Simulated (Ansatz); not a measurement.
```yaml
atoms:
  - { symbol: B, position_ang: [-2.5991, 0.4291, -0.5044] }
  - { symbol: B, position_ang: [-2.1208, -0.8140, -1.2865] }
  - { symbol: B, position_ang: [-0.9262, -0.1302, -0.4498] }
  - { symbol: Br, position_ang: [-3.4823, 1.8562, 0.3005] }
  - { symbol: Si, position_ang: [-0.6289, -1.8946, -1.6664] }
  - { symbol: H, position_ang: [-0.0218, 0.3577, 0.1617] }
```

Geometry: B3LYP-D3(BJ)/def2-SVP.

Theory: isolated molecule in a Gaussian basis; Kohn-Sham density functional theory, functional PBE0 in Ansatz.

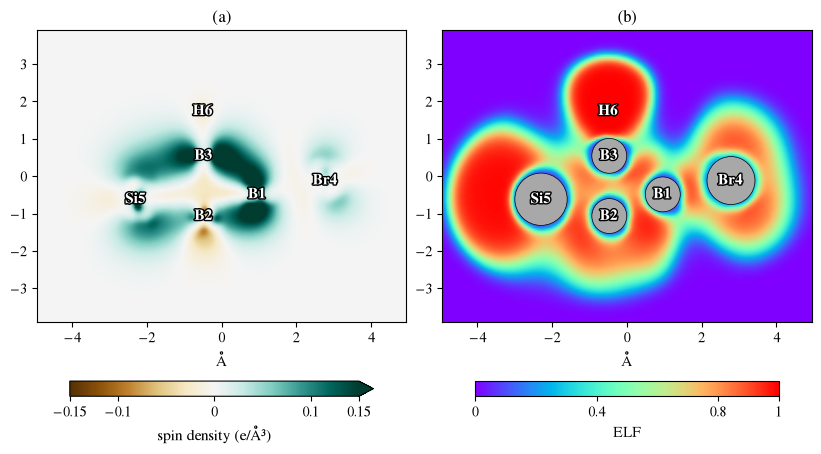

B3BrHSi (doublet). (a) spin density (α minus β); (b) electron localisation function on the molecular plane. Grey discs cover the atomic cores in the ELF map.

> What does the map show?

The plane passes through B, Br, Si and H nuclei.
B–B (1.54 Å): the ELF peaks at about 0.85 between the atoms (a covalent bond).
B–Br (1.86 Å): the ELF peaks at about 0.90 between the atoms (a polar covalent bond).
Si–B (1.88 Å): the ELF peaks at about 0.85 between the atoms; a shared electron pair.
B–H (1.20 Å): the ELF climbs to about 1 towards the hydrogen, as it does in any bond to H (a covalent bond by its length).
B–B (1.61 Å): the ELF peaks at about 0.75 between the atoms.
The ELF also peaks beside Br4 and Si5, away from the bonds: non-bonding electrons, paired or unpaired.
The unpaired spin (1 electron) lies mostly on Si5 (about 0.3), B3 (about 0.3), B1 (about 0.2) and Br4 (about 0.1), in electrons by Hirshfeld's partition.
